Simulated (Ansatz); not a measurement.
Partial pair distribution functions of a relaxed model of amorphous In6Ga6Zn14O32, broadened by 0.06 Å; density 5.61 g/cm³. These are PBE, scalar-relativistic without spin-orbit coupling (plane waves to 420 eV, PAW; Ansatz, a first-principles code) values and carry that method's errors.

Preparation: random packing, a CHGNet melt and quench, and a DFT relaxation. O atoms were pushed apart under 1.9 Å during the dynamics, to hinder bonds among them. The hot cell started wider than the set density and was brought back towards it in steps. It is the lowest in DFT energy of 2 quenches. It is a model cell: composition and starting density were chosen by hand, and all elements were melted together. No dispersion term was used. Its density started from a set value of 5.79 and ended at 5.61 g/cm³. Cooling (nominally 170 K/ps over its main leg) ran many orders faster than in experiment, which tends to leave more defects and strain. One small periodic cell is one sample of the glass; other quenches scatter about these values. The volume was free in the relaxation, at fixed shape. Stress components on the final sampling reach 2.4 GPa.

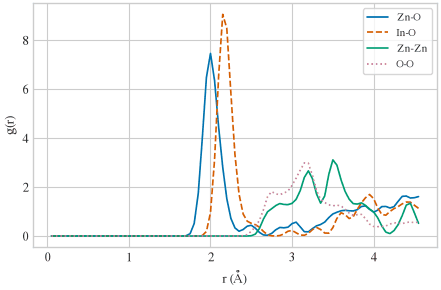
Figure. Partial pair distribution functions

Highest peaks under 4.5 Å: Zn-O near 2.00 Å, In-O near 2.15 Å, Zn-Zn near 3.50 Å, O-O near 3.15 Å; pairs of few atoms are noisy.

Within 2.62 Å each Zn has 4.29 O neighbours on average.
